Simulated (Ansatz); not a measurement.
C$_{3}$H$_{11}$FSi$_{2}$ (SMILES CC(C)([SiH3])[SiH2]F)

```xyz
17

C    -1.5683   -0.3630   -0.1964
C    -0.0709   -0.0771    0.0564
C     0.4511   -0.9576    1.2157
Si    0.9224   -0.4405   -1.5165
Si    0.1645    1.7126    0.5575
F    -0.1216    2.6838   -0.7064
H    -1.7279   -1.4109   -0.4908
H    -2.1584   -0.1881    0.7154
H    -1.9821    0.2730   -0.9892
H    -0.0898   -0.7464    2.1513
H     1.5216   -0.8069    1.4083
H     0.2997   -2.0234    0.9929
H     0.9300   -1.9148   -1.7557
H     2.3333    0.0197   -1.3629
H     0.3227    0.2303   -2.7024
H    -0.8040    2.0584    1.6383
H     1.5585    1.9505    1.0247
```

Theory: RKS r2SCAN/6-31G* in Ansatz 0.2.0.

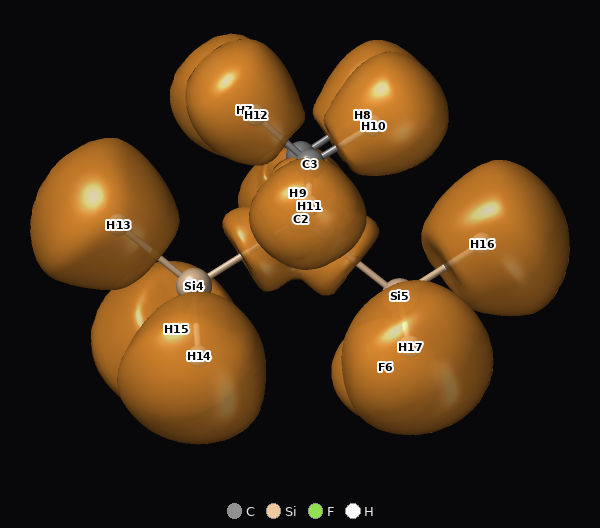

Figure 1. Isosurface of the ELF at 0.75 (orange), seen across its widest extent. Core shells and regions of very low density are left out.

Where are the electrons localised?

Answer. The ELF exceeds this value in two regions between bonded C–C atoms (shared pairs), eleven regions around hydrogen nuclei, one region on C in which the atom's valence shell and bonds are merged and one region wrapped around F (its lone pairs, merged into a ring or cap). Profiles from the grid: C–C (1.55 Å): the ELF peaks at about 0.95 between the atoms, as expected for a shared electron pair. Si–F (1.62 Å): the ELF peaks at about 0.80 in the valence shell of F, 0.5 Å from its nucleus, and is about 0.50 at the midpoint.

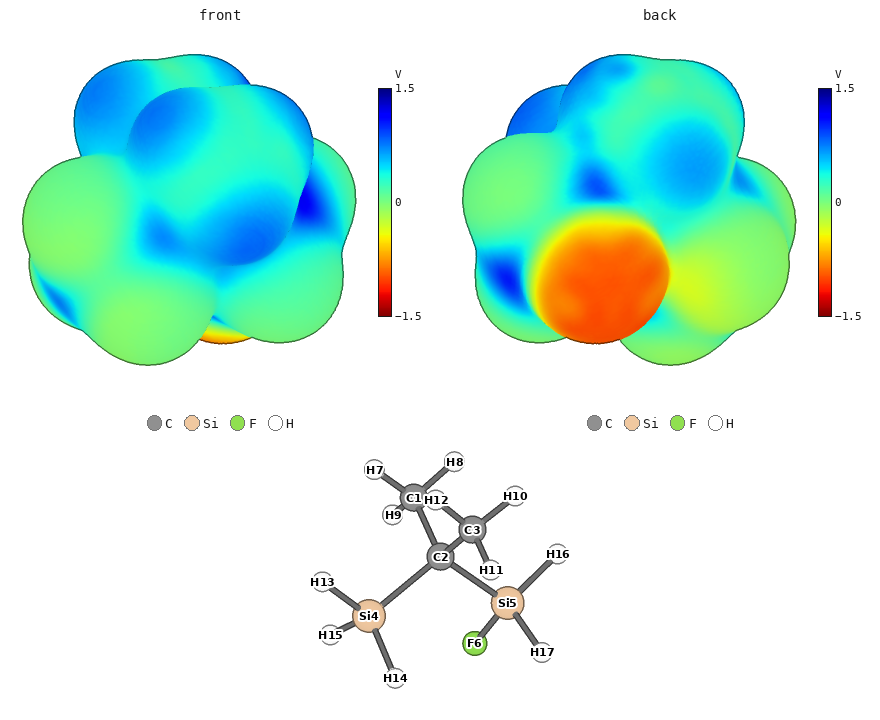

Figure 2. The electrostatic potential painted on the density surface at 0.002 e/bohr³, seen from the front and from behind; red is negative and blue positive. The bare structure is drawn below in the same view.

Which sites attract a positive test charge, and which a negative one?

Answer. A positive charge is drawn to the negative regions and a negative charge to the positive ones. The most negative region (about −1.0 V, or −23 kcal/mol for a unit charge) lies over F6, the most positive (about +1.0 V, or +23 kcal/mol for a unit charge) over Si5.

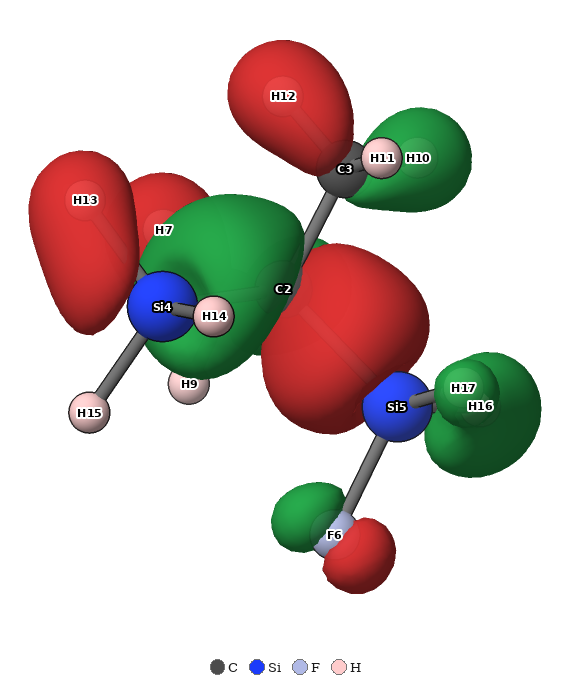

Figure 3. The HOMO at ±0.1 Å⁻³ᐟ² (green and red are the two phases), seen at an oblique angle.

What is the character of this orbital?

Answer. By Hirshfeld shares it lies mainly on C2 (about 30 %), Si5 (about 15 %), Si4 (about 15 %), C1 (about 5 %) and C3 (about 5 %). Its energy is −6.90 eV.
